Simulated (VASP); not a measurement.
Band structure of Ag₂Sn₂Sr (space group I4/mmm). Computed with PBEsol GGA, VASP's PBE PAW potentials (set 64) (plane waves; VASP 6.6.1).

Unless said otherwise, spin-orbit coupling is left out, though it shifts the bands of the heavy elements here.

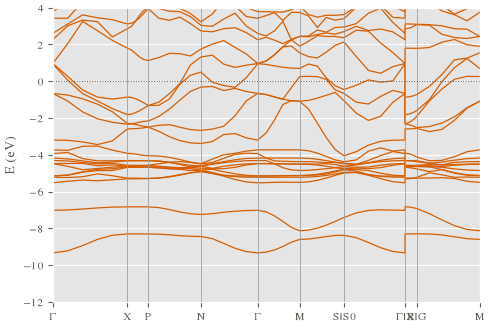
Figure: Bands along high-symmetry lines, zero at the valence-band maximum or, without a gap, the Fermi level

Task: Read the plot: is there a gap, and where are the band edges?

Result: It has no gap at this level: it comes out as a metal or semimetal.

The structure comes from a measured Ag2Sn2Sr entry of the Crystallography Open Database, whose conditions weren't checked. The cell was not relaxed at this level. The k-mesh is coarse (spacing up to 0.32 per Å, 2π included), so the numbers may not be converged in it.
